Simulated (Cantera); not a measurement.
Charge: 1 mol Al, 12 mol HCl, at 598 K.

These are equilibrium values from Cantera (NASA tables, ideal gas, pure condensed phases), not measurements of a reactor. Candidate condensed phases: Al, AlCl₃; 12 gas species. Rates play no part.

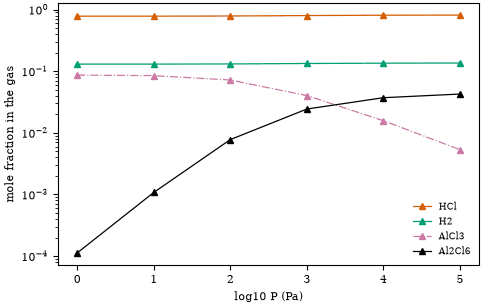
Figure. Equilibrium gas composition (values under 1e-9 drawn at 1e-9)

Question: Read off the mole fractions at 1.00 mbar.

Answer: HCl about 0.79, H₂ about 0.13, AlCl₃ about 0.072, Al₂Cl₆ about 0.0078.
